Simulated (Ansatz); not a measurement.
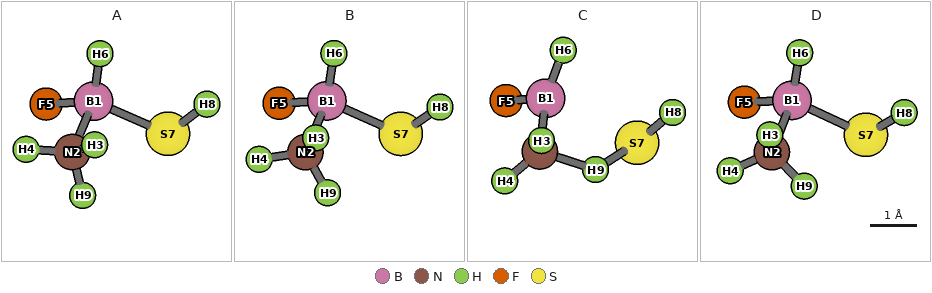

4 geometries from a converged minimum-energy path of BNH$_{5}$SF, made up at the start of BNH3F and H₂S, shuffled. A ball-and-stick model, seen from a free direction.

All numbers below come from RKS PBE-D4/6-31G* in Ansatz. Run with 9 movable images; climbing image; force threshold 0.03 eV/Å; iteration limit 60; starting path through a guess of the saddle point.

> One of them is the converged climbing image. Which?

C. In order along the path, whose images run from 0 to 10: C (image 5, +77.0 kJ/mol), D (image 7, −17.8 kJ/mol), B (image 8, −20.6 kJ/mol), A (image 9, −23.5 kJ/mol). Breaking: S7–H9 (1.37 → 1.59 at the top → 2.94 Å). Forming: B1–S7 (4.13 → 2.37 at the top → 1.93 Å), N2–H9 (2.32 → 1.43 at the top → 1.03 Å).

Limits of the set-up: the start holds two separate molecules, 2.3 Å apart at their closest, whose relative position is a soft coordinate.

The run took 3.9 min on 1 thread of Arm Neoverse V2 (shared host), peak memory 0.14 GiB.
